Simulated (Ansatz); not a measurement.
# AlClF2H3N: two geometries relaxed, part 1 of 2

Aim: relax the geometries before and after the reaction (ligand exchange), and see whether they are two minima and how far apart in energy. Meant to form: Al1–N5, H8–F2; to break: Al1–F2, H8–N5. The start is a guess near the saddle point, from which both ends are pulled out.

All numbers below are computed with Ansatz 0.2.0 (RHF/def2-SVP).

### Step 1. The structure to begin with

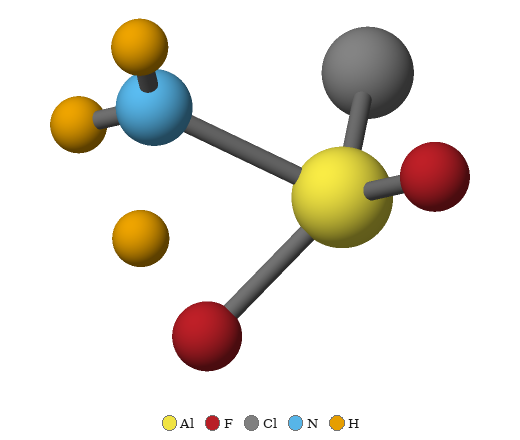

The starting structure, seen from a chosen angle (aluminium yellow, fluorine red, chlorine grey, nitrogen blue, hydrogen amber).

Structure file:

```xyz
8

Al    0.0000    0.0000    0.0000
F     0.0000    0.0000    2.0400
Cl    1.9312    0.0000   -1.1150
F    -1.4635    0.0000   -0.8450
N     0.4669   -2.0544    0.7000
H    -0.1002   -2.8768    0.3456
H     1.2570   -2.2129    1.3887
H     0.2736   -1.2039    1.7877
```

### Step 2. A restrained relaxation towards end A

Springs on the bonds that form and break draw the guess towards this end; the thresholds are loose.

Input file input.yaml:

```yaml
crystal:
  periodic: [false, false, false]
  atoms:
    - { symbol: Al, position_ang: [0.0, 0.0, 0.0] }
    - { symbol: F, position_ang: [0.0, 0.0, 2.04] }
    - { symbol: Cl, position_ang: [1.9312, 0.0, -1.115] }
    - { symbol: F, position_ang: [-1.4635, 0.0, -0.845] }
    - { symbol: "N", position_ang: [0.4669, -2.0544, 0.7] }
    - { symbol: H, position_ang: [-0.1002, -2.8768, 0.3456] }
    - { symbol: H, position_ang: [1.257, -2.2129, 1.3887] }
    - { symbol: H, position_ang: [0.2736, -1.2039, 1.7877] }
basis:
  gaussian: { orbitals: def2-SVP }
hamiltonian:
  xc: hf
relax:
  f_tol: 0.15
  max_steps: 25
  restrain:
    - { distance: [0, 4], at: 3.12, k: 30.0 }
    - { distance: [7, 1], at: 2.12, k: 30.0 }
    - { distance: [0, 1], at: 1.69, k: 30.0 }
    - { distance: [7, 4], at: 1.06, k: 30.0 }
```

Launch:

```
> ansatz run input.yaml --threads 1 --pin off --max-ram 2048MiB --backend cpu --events-out ev --progress --plain --runs-dir out
```

The program printed, shortened:

```text
Warning: RAYON_NUM_THREADS=1 ignored (pool sized by the plan → 1); use --threads N
[...]
Functional definition: HF
[...]
946 factors; integrals over basis functions are off by at most 3.8e-4 eV
[...]
mean field -26019.00248607 eV, -956.1807050496 hartree, gradient 6.7e-5 eV, S^2 0.000000; 0 other end points of the search recorded, 0 dependent functions left out
[...]
reference -26019.00248607 eV, -956.1807050496 hartree; 29, 29 occupied and 64, 64 virtual orbitals, 946 factors
relax step   1: F+E_penalty+E_count = -26019.00248607 eV  Δ(F+E_penalty+E_count) = +0.000e0 eV  max|allowed force component| = 3.861e0 eV/Å  E_restraint = 26.75300551 eV  max|allowed force component, restraints' pulls added| = 3.188e1 eV/Å  Δτ_max = 0.0000 Å  (39 SCF iters, accepted)
[...]
relax step   3: F+E_penalty+E_count = -26020.56808631 eV  Δ(F+E_penalty+E_count) = -9.915e-1 eV  max|allowed force component| = 4.250e0 eV/Å  E_restraint = 3.09641028 eV  max|allowed force component, restraints' pulls added| = 7.645e0 eV/Å  Δτ_max = 0.1947 Å  (33 SCF iters, accepted)
[...]
relax step   5: F+E_penalty+E_count = -26021.91287947 eV  Δ(F+E_penalty+E_count) = -5.749e-1 eV  max|allowed force component| = 3.720e0 eV/Å  E_restraint = 0.12324023 eV  max|allowed force component, restraints' pulls added| = 3.294e0 eV/Å  Δτ_max = 0.1930 Å  (32 SCF iters, accepted)
[...]
relax step   9: F+E_penalty+E_count = -26022.42362965 eV  Δ(F+E_penalty+E_count) = -2.998e-2 eV  max|allowed force component| = 1.314e0 eV/Å  E_restraint = 0.03130629 eV  max|allowed force component, restraints' pulls added| = 1.205e-1 eV/Å  Δτ_max = 0.1990 Å  (31 SCF iters, accepted)
  distance Al 0 - N 4 = 3.0954 Å
  distance H 7 - F 1 = 2.1332 Å
  distance Al 0 - F 1 = 1.6690 Å
  distance H 7 - N 4 = 1.0305 Å
946 factors; integrals over basis functions are off by at most 5.0e-4 eV
mean field -26022.42362965 eV, -956.3064297574 hartree, gradient 6.9e-5 eV, S^2 0.000000; 1 other end points of the search recorded, 0 dependent functions left out
[...]
reference -26022.42362965 eV, -956.3064297574 hartree; 29, 29 occupied and 64, 64 virtual orbitals, 946 factors
Total energy: -26022.42362965 eV, -956.3064297574 hartree
Atom 0 at     0.042059     0.377762    -0.167004 Å, force     0.098229    -0.704863     0.934666 eV/Å
Atom 1 at    -0.031078     0.322031     1.499464 Å, force     0.036461     0.381844    -0.691926 eV/Å
Atom 2 at     1.811323     0.863302    -1.141311 Å, force    -0.104928    -0.025808     0.063726 eV/Å
Atom 3 at    -1.382233     0.312623    -0.968624 Å, force     0.023968    -0.010947    -0.048725 eV/Å
Atom 4 at     0.465328    -2.443830     1.033478 Å, force    -0.221970     1.314200     0.367919 eV/Å
Atom 5 at    -0.162381    -3.227973     1.066093 Å, force     0.005932     0.038467     0.017038 eV/Å
Atom 6 at     1.402164    -2.774247     1.199452 Å, force    -0.120514     0.005696    -0.000016 eV/Å
Atom 7 at     0.219819    -1.777668     1.780453 Å, force     0.282822    -0.998590    -0.642681 eV/Å
Dipole moment:     0.146025    -0.415544     0.286976 e Å
```

Run time: 22 s. Hardware: 1 thread of Arm Neoverse V1, shared host; peak memory 0.17 GiB.

Relaxation path:

| step | energy from step 1 (eV) | largest force component (eV/Å) |
| --- | --- | --- |
| 1 | 0.0000 | 3.8606 |
| 2 | -0.5741 | 5.9795 |
| 3 | -1.5656 | 4.2502 |
| 4 | -2.3355 | 4.2326 |
| 5 | -2.9104 | 3.7201 |
| 6 | -3.1467 | 1.9560 |
| 7 | -3.2331 | 2.0806 |
| 8 | -3.3912 | 1.1031 |
| 9 | -3.4211 | 1.3142 |

Step 1 is the start. Energies and forces in the table leave out the springs, which the log lists apart; the run stops on the force with the springs' pull added.

After: Bond lengths: Al1–F2 1.669 Å, Al1–Cl3 2.077 Å, Al1–F4 1.636 Å, N5–H6 1.005 Å, N5–H7 1.007 Å, N5–H8 1.031 Å. Angles: F2–Al1–Cl3 120.9°, F2–Al1–F4 116.7°, Cl3–Al1–F4 121.4°, H6–N5–H7 108.6°, H6–N5–H8 109.4°, H7–N5–H8 108.3°.

Pairs that crossed the distance rule for bonds on the way: came closer N5–H8; moved apart Al1–N5.

### Step 3. Relaxing end A

It starts where the restrained run ended.

Input file input.yaml:

```yaml
crystal:
  periodic: [false, false, false]
  atoms:
    - { symbol: Al, position_ang: [0.042059, 0.377762, -0.167004] }
    - { symbol: F, position_ang: [-0.031078, 0.322031, 1.499464] }
    - { symbol: Cl, position_ang: [1.811323, 0.863302, -1.141311] }
    - { symbol: F, position_ang: [-1.382233, 0.312623, -0.968624] }
    - { symbol: "N", position_ang: [0.465328, -2.44383, 1.033478] }
    - { symbol: H, position_ang: [-0.162381, -3.227973, 1.066093] }
    - { symbol: H, position_ang: [1.402164, -2.774247, 1.199452] }
    - { symbol: H, position_ang: [0.219819, -1.777668, 1.780453] }
basis:
  gaussian: { orbitals: def2-SVP }
hamiltonian:
  xc: hf
relax:
  f_tol: 0.03
  max_steps: 50
output:
  orbitals: {}
```

Launch:

```
> ansatz run input.yaml --threads 1 --pin off --max-ram 2048MiB --backend cpu --events-out ev --progress --plain --runs-dir out
```

The program printed, shortened:

```text
Warning: RAYON_NUM_THREADS=1 ignored (pool sized by the plan → 1); use --threads N
[...]
[... 1 set-up line as earlier in the session ...]
[...]
932 factors; integrals over basis functions are off by at most 6.1e-4 eV
[...]
mean field -26022.42365795 eV, -956.3064307975 hartree, gradient 5.1e-5 eV, S^2 0.000000; 0 other end points of the search recorded, 0 dependent functions left out
[...]
reference -26022.42365795 eV, -956.3064307975 hartree; 29, 29 occupied and 64, 64 virtual orbitals, 932 factors
relax step   1: F+E_penalty+E_count = -26022.42365795 eV  Δ(F+E_penalty+E_count) = +0.000e0 eV  max|allowed force component| = 1.314e0 eV/Å  Δτ_max = 0.0000 Å  (35 SCF iters, accepted)
[...]
relax step   4: F+E_penalty+E_count = -26023.48549867 eV  Δ(F+E_penalty+E_count) = -4.572e-1 eV  max|allowed force component| = 1.730e0 eV/Å  Δτ_max = 0.1957 Å  (31 SCF iters, accepted)
[...]
reference -26023.83850311 eV, -956.3584253978 hartree; 29, 29 occupied and 64, 64 virtual orbitals, 933 factors
Total energy: -26023.83850311 eV, -956.3584253978 hartree
Atom 0 at     0.103991    -0.114548     0.184863 Å, force    -0.015337    -0.009151     0.006104 eV/Å
Atom 1 at    -0.135865     0.711482     1.603159 Å, force     0.006345    -0.000767    -0.002129 eV/Å
Atom 2 at     1.893758     0.298930    -0.868139 Å, force     0.000062     0.006042    -0.003071 eV/Å
Atom 3 at    -1.251031    -0.400896    -0.728485 Å, force     0.015778    -0.002509     0.002438 eV/Å
Atom 4 at     0.405666    -1.964077     0.925225 Å, force     0.016259    -0.011454     0.002482 eV/Å
Atom 5 at    -0.289451    -2.599568     0.560614 Å, force     0.001730     0.005124     0.003003 eV/Å
Atom 6 at     1.317863    -2.329259     0.693213 Å, force    -0.021809     0.008584     0.001469 eV/Å
Atom 7 at     0.320069    -1.950063     1.931551 Å, force    -0.003028     0.004131    -0.010295 eV/Å
Dipole moment:     0.182530    -1.284594     0.526735 e Å
```

It took 27 s on 1 thread of Arm Neoverse V1, shared host; peak memory 0.17 GiB.

Relaxation path:

| step | energy from step 1 (eV) | largest force component (eV/Å) |
| --- | --- | --- |
| 1 | 0.0000 | 1.3142 |
| 2 | -0.2056 | 1.3546 |
| 3 | -0.6046 | 1.8691 |
| 4 | -1.0618 | 1.7301 |
| 5 | -1.1526 | 2.6593 |
| 6 | -1.3584 | 0.6005 |
| 7 | -1.4020 | 0.3874 |
| 8 | -1.4106 | 0.1311 |
| 9 | -1.4137 | 0.0138 |
| 10 | -1.4144 | 0.0299 |
| 11 | -1.4147 | 0.0424 |
| 12 | -1.4148 | 0.0218 |

Step 1 is the start.

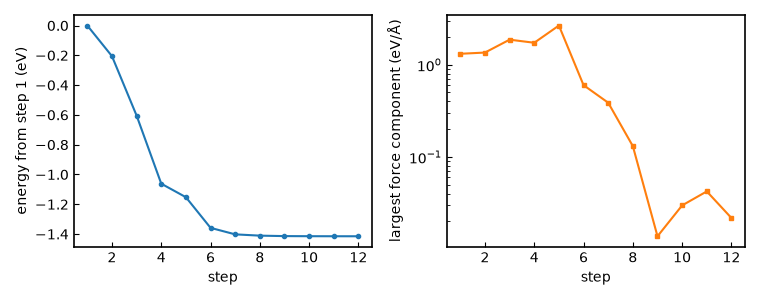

Energy and largest force along the relaxation.

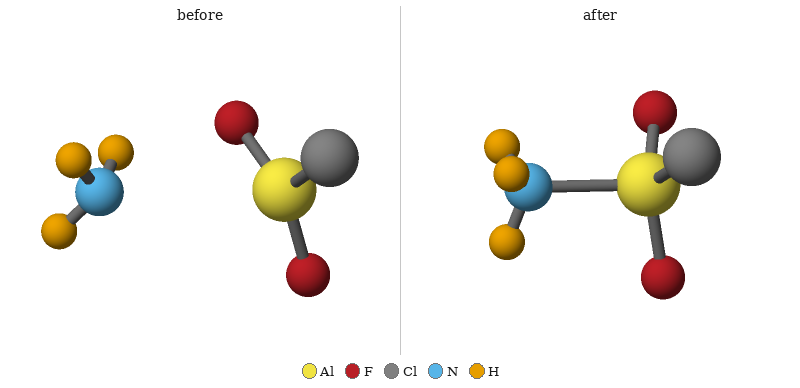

The structure before (left) and after (right), drawn at the same scale.

After: Bond lengths: Al1–F2 1.659 Å, Al1–Cl3 2.117 Å, Al1–F4 1.659 Å, Al1–N5 2.015 Å, N5–H6 1.010 Å, N5–H7 1.010 Å, N5–H8 1.010 Å. Angles: F2–Al1–Cl3 116.8°, F2–Al1–F4 116.0°, F2–Al1–N5 99.5°, Cl3–Al1–F4 116.8°, Cl3–Al1–N5 103.6°, F4–Al1–N5 99.6°, Al1–N5–H6 110.0°, Al1–N5–H7 112.5°, Al1–N5–H8 109.9°, H6–N5–H7 108.1°, H6–N5–H8 108.1°, H7–N5–H8 108.1°.

Pairs that crossed the distance rule for bonds on the way: came closer Al1–N5.

### Step 4. Pulling towards end B

Springs on the bonds that form and break draw the guess towards this end; the thresholds are loose.

Input file input.yaml:

```yaml
crystal:
  periodic: [false, false, false]
  atoms:
    - { symbol: Al, position_ang: [0.0, 0.0, 0.0] }
    - { symbol: F, position_ang: [0.0, 0.0, 2.04] }
    - { symbol: Cl, position_ang: [1.9312, 0.0, -1.115] }
    - { symbol: F, position_ang: [-1.4635, 0.0, -0.845] }
    - { symbol: "N", position_ang: [0.4669, -2.0544, 0.7] }
    - { symbol: H, position_ang: [-0.1002, -2.8768, 0.3456] }
    - { symbol: H, position_ang: [1.257, -2.2129, 1.3887] }
    - { symbol: H, position_ang: [0.2736, -1.2039, 1.7877] }
basis:
  gaussian: { orbitals: def2-SVP }
hamiltonian:
  xc: hf
relax:
  f_tol: 0.15
  max_steps: 25
  restrain:
    - { distance: [0, 4], at: 1.92, k: 30.0 }
    - { distance: [7, 1], at: 0.92, k: 30.0 }
    - { distance: [0, 1], at: 2.89, k: 30.0 }
    - { distance: [7, 4], at: 2.26, k: 30.0 }
```

Launch:

```
> ansatz run input.yaml --threads 1 --pin off --max-ram 2048MiB --backend cpu --events-out ev --progress --plain --runs-dir out
```

The program printed:

```text
Warning: RAYON_NUM_THREADS=1 ignored (pool sized by the plan → 1); use --threads N
The last accepted step is kept in <dir> (removed where the run ends without a failure and the disk answers)
Engine: ansatz 0.2.0, aarch64-unknown-linux-gnu
[... 1 set-up line as earlier in the session ...]
  exchange = exact_x
  correlation = 0
946 factors; integrals over basis functions are off by at most 3.8e-4 eV
mean field evaluation 1: about -26015.4049 eV, gradient 4.2e1 eV
mean field evaluation 2: about -26015.4501 eV, gradient 4.2e1 eV
mean field evaluation 4: about -26018.9714 eV, gradient 2.4e0 eV
mean field evaluation 8: about -26019.0023 eV, gradient 2.3e-1 eV
mean field -26019.00248607 eV, -956.1807050496 hartree, gradient 6.7e-5 eV, S^2 0.000000; 0 other end points of the search recorded, 0 dependent functions left out
the calculation of the forces begins
reference -26019.00248607 eV, -956.1807050496 hartree; 29, 29 occupied and 64, 64 virtual orbitals, 946 factors
relax step   1: F+E_penalty+E_count = -26019.00248607 eV  Δ(F+E_penalty+E_count) = +0.000e0 eV  max|allowed force component| = 3.861e0 eV/Å  E_restraint = 25.16700328 eV  max|allowed force component, restraints' pulls added| = 2.448e1 eV/Å  Δτ_max = 0.0000 Å  (39 SCF iters, accepted)
  distance Al 0 - N 4 = 2.2200 Å
  distance H 7 - F 1 = 1.2601 Å
  distance Al 0 - F 1 = 2.0400 Å
  distance H 7 - N 4 = 1.3942 Å
these checks for a lower state are left out or cut short: starts, cluster_reference, orbital_swaps, neighbouring_geometries, increment
946 factors; integrals over basis functions are off by at most 7.4e-4 eV
mean field evaluation 16: about -26019.1015 eV, gradient 9.3e-1 eV
mean field -26019.10537942 eV, -956.1844863107 hartree, gradient 7.2e-5 eV, S^2 0.000000; 0 other end points of the search recorded, 0 dependent functions left out
the calculation of the forces begins
reference -26019.10537942 eV, -956.1844863107 hartree; 29, 29 occupied and 64, 64 virtual orbitals, 946 factors
relax step   2: F+E_penalty+E_count = -26019.10537942 eV  Δ(F+E_penalty+E_count) = -1.029e-1 eV  max|allowed force component| = 4.251e0 eV/Å  E_restraint = 10.94012303 eV  max|allowed force component, restraints' pulls added| = 1.801e1 eV/Å  Δτ_max = 0.1948 Å  (35 SCF iters, accepted)
  distance Al 0 - N 4 = 2.1067 Å
  distance H 7 - F 1 = 1.1041 Å
  distance Al 0 - F 1 = 2.3209 Å
  distance H 7 - N 4 = 1.6798 Å
these checks for a lower state are left out or cut short: starts, cluster_reference, orbital_swaps, neighbouring_geometries, increment
946 factors; integrals over basis functions are off by at most 1.1e-3 eV
mean field -26019.76545456 eV, -956.2087436245 hartree, gradient 5.7e-5 eV, S^2 0.000000; 0 other end points of the search recorded, 0 dependent functions left out
the calculation of the forces begins
reference -26019.76545456 eV, -956.2087436245 hartree; 29, 29 occupied and 64, 64 virtual orbitals, 946 factors
relax step   3: F+E_penalty+E_count = -26019.76545456 eV  Δ(F+E_penalty+E_count) = -6.601e-1 eV  max|allowed force component| = 4.308e0 eV/Å  E_restraint = 3.03749730 eV  max|allowed force component, restraints' pulls added| = 8.962e0 eV/Å  Δτ_max = 0.1948 Å  (33 SCF iters, accepted)
  distance Al 0 - N 4 = 2.0121 Å
  distance H 7 - F 1 = 0.9263 Å
  distance Al 0 - F 1 = 2.5660 Å
  distance H 7 - N 4 = 1.9617 Å
these checks for a lower state are left out or cut short: starts, cluster_reference, orbital_swaps, neighbouring_geometries, increment
946 factors; integrals over basis functions are off by at most 1.1e-3 eV
mean field evaluation 32: about -26020.4358 eV, gradient 4.2e-3 eV
mean field -26020.43584476 eV, -956.2333800101 hartree, gradient 5.0e-5 eV, S^2 0.000000; 0 other end points of the search recorded, 0 dependent functions left out
the calculation of the forces begins
reference -26020.43584476 eV, -956.2333800101 hartree; 29, 29 occupied and 64, 64 virtual orbitals, 946 factors
relax step   4: F+E_penalty+E_count = -26020.43584476 eV  Δ(F+E_penalty+E_count) = -6.704e-1 eV  max|allowed force component| = 2.938e0 eV/Å  E_restraint = 0.21811730 eV  max|allowed force component, restraints' pulls added| = 2.877e0 eV/Å  Δτ_max = 0.1946 Å  (34 SCF iters, accepted)
  distance Al 0 - N 4 = 1.9056 Å
  distance H 7 - F 1 = 0.8886 Å
  distance Al 0 - F 1 = 2.8092 Å
  distance H 7 - N 4 = 2.1774 Å
these checks for a lower state are left out or cut short: starts, cluster_reference, orbital_swaps, neighbouring_geometries, increment
946 factors; integrals over basis functions are off by at most 1.2e-3 eV
mean field -26020.99410318 eV, -956.2538956285 hartree, gradient 4.9e-5 eV, S^2 0.000000; 0 other end points of the search recorded, 0 dependent functions left out
the calculation of the forces begins
reference -26020.99410318 eV, -956.2538956285 hartree; 29, 29 occupied and 64, 64 virtual orbitals, 946 factors
relax step   5: F+E_penalty+E_count = -26020.99410318 eV  Δ(F+E_penalty+E_count) = -5.583e-1 eV  max|allowed force component| = 1.830e0 eV/Å  E_restraint = 0.04747457 eV  max|allowed force component, restraints' pulls added| = 1.573e0 eV/Å  Δτ_max = 0.1949 Å  (32 SCF iters, accepted)
  distance Al 0 - N 4 = 1.8656 Å
  distance H 7 - F 1 = 0.9280 Å
  distance Al 0 - F 1 = 2.8941 Å
  distance H 7 - N 4 = 2.2488 Å
these checks for a lower state are left out or cut short: starts, cluster_reference, orbital_swaps, neighbouring_geometries, increment
946 factors; integrals over basis functions are off by at most 1.3e-3 eV
mean field -26021.13781488 eV, -956.2591769360 hartree, gradient 5.4e-5 eV, S^2 0.000000; 0 other end points of the search recorded, 0 dependent functions left out
the calculation of the forces begins
reference -26021.13781488 eV, -956.2591769360 hartree; 29, 29 occupied and 64, 64 virtual orbitals, 946 factors
relax step   6: F+E_penalty+E_count = -26021.13781488 eV  Δ(F+E_penalty+E_count) = -1.437e-1 eV  max|allowed force component| = 1.538e0 eV/Å  E_restraint = 0.06266019 eV  max|allowed force component, restraints' pulls added| = 1.989e0 eV/Å  Δτ_max = 0.1948 Å  (32 SCF iters, accepted)
  distance Al 0 - N 4 = 1.8574 Å
  distance H 7 - F 1 = 0.9353 Å
  distance Al 0 - F 1 = 2.8894 Å
  distance H 7 - N 4 = 2.2647 Å
these checks for a lower state are left out or cut short: starts, cluster_reference, orbital_swaps, neighbouring_geometries, increment
946 factors; integrals over basis functions are off by at most 1.2e-3 eV
mean field -26021.27107251 eV, -956.2640740636 hartree, gradient 4.7e-5 eV, S^2 0.000000; 0 other end points of the search recorded, 0 dependent functions left out
the calculation of the forces begins
reference -26021.27107251 eV, -956.2640740636 hartree; 29, 29 occupied and 64, 64 virtual orbitals, 946 factors
relax step   7: F+E_penalty+E_count = -26021.27107251 eV  Δ(F+E_penalty+E_count) = -1.333e-1 eV  max|allowed force component| = 1.593e0 eV/Å  E_restraint = 0.05665318 eV  max|allowed force component, restraints' pulls added| = 4.137e-1 eV/Å  Δτ_max = 0.2000 Å  (33 SCF iters, accepted)
  distance Al 0 - N 4 = 1.8593 Å
  distance H 7 - F 1 = 0.9154 Å
  distance Al 0 - F 1 = 2.8850 Å
  distance H 7 - N 4 = 2.2535 Å
these checks for a lower state are left out or cut short: starts, cluster_reference, orbital_swaps, neighbouring_geometries, increment
946 factors; integrals over basis functions are off by at most 1.2e-3 eV
mean field -26021.28675243 eV, -956.2646502900 hartree, gradient 5.3e-5 eV, S^2 0.000000; 0 other end points of the search recorded, 0 dependent functions left out
the calculation of the forces begins
reference -26021.28675243 eV, -956.2646502900 hartree; 29, 29 occupied and 64, 64 virtual orbitals, 946 factors
relax step   8: F+E_penalty+E_count = -26021.28675243 eV  Δ(F+E_penalty+E_count) = -1.568e-2 eV  max|allowed force component| = 1.713e0 eV/Å  E_restraint = 0.05517375 eV  max|allowed force component, restraints' pulls added| = 1.358e-1 eV/Å  Δτ_max = 0.1792 Å  (32 SCF iters, accepted)
  distance Al 0 - N 4 = 1.8606 Å
  distance H 7 - F 1 = 0.9136 Å
  distance Al 0 - F 1 = 2.8811 Å
  distance H 7 - N 4 = 2.2546 Å
946 factors; integrals over basis functions are off by at most 1.2e-3 eV
mean field evaluation 64: about -26021.2868 eV, gradient 5.3e-5 eV
mean field -26021.28675243 eV, -956.2646502900 hartree, gradient 5.3e-5 eV, S^2 0.000000; 1 other end points of the search recorded, 0 dependent functions left out
the calculation of the forces begins
reference -26021.28675243 eV, -956.2646502900 hartree; 29, 29 occupied and 64, 64 virtual orbitals, 946 factors
Total energy: -26021.28675243 eV, -956.2646502900 hartree
Atom 0 at     0.213882    -0.587919    -0.414198 Å, force     0.116807    -1.507342     1.357358 eV/Å
Atom 1 at     0.054509     0.177298     2.358844 Å, force     0.007753    -0.274056    -0.244500 eV/Å
Atom 2 at     1.880974     0.544528    -0.908190 Å, force     0.084461     0.049381    -0.090213 eV/Å
Atom 3 at    -1.282287    -0.195429    -0.958194 Å, force    -0.044535     0.031692    -0.046871 eV/Å
Atom 4 at     0.388683    -2.142679     0.592769 Å, force    -0.132617     1.713032    -0.897272 eV/Å
Atom 5 at    -0.332723    -2.839704     0.592052 Å, force    -0.009643    -0.034024     0.016168 eV/Å
Atom 6 at     1.288170    -2.573504     0.704322 Å, force    -0.010966    -0.052855     0.016601 eV/Å
Atom 7 at     0.153793    -0.730591     2.334595 Å, force    -0.011261     0.074172    -0.111270 eV/Å
Dipole moment:     0.158009    -0.759798     0.078983 e Å
```

Run time: 20 s. Hardware: 1 thread of Arm Neoverse V1, shared host; peak memory 0.17 GiB.

Step by step:

| step | energy from step 1 (eV) | largest force component (eV/Å) |
| --- | --- | --- |
| 1 | 0.0000 | 3.8606 |
| 2 | -0.1029 | 4.2508 |
| 3 | -0.7630 | 4.3077 |
| 4 | -1.4334 | 2.9379 |
| 5 | -1.9916 | 1.8295 |
| 6 | -2.1353 | 1.5376 |
| 7 | -2.2686 | 1.5931 |
| 8 | -2.2843 | 1.7130 |

Step 1 is the start. Energies and forces in the table leave out the springs, which the log lists apart; the run stops on the force with the springs' pull added.

After: Bond lengths: Al1–Cl3 2.075 Å, Al1–F4 1.640 Å, Al1–N5 1.861 Å, N5–H6 1.003 Å, N5–H7 1.004 Å, F2–H8 0.914 Å. Angles: Cl3–Al1–F4 121.6°, Cl3–Al1–N5 120.6°, F4–Al1–N5 117.7°, Al1–N5–H6 120.8°, Al1–N5–H7 120.2°, H6–N5–H7 110.3°.

Pairs that crossed the distance rule for bonds on the way: came closer F2–H8; moved apart Al1–F2.

(Continued in part 2 of 2.)
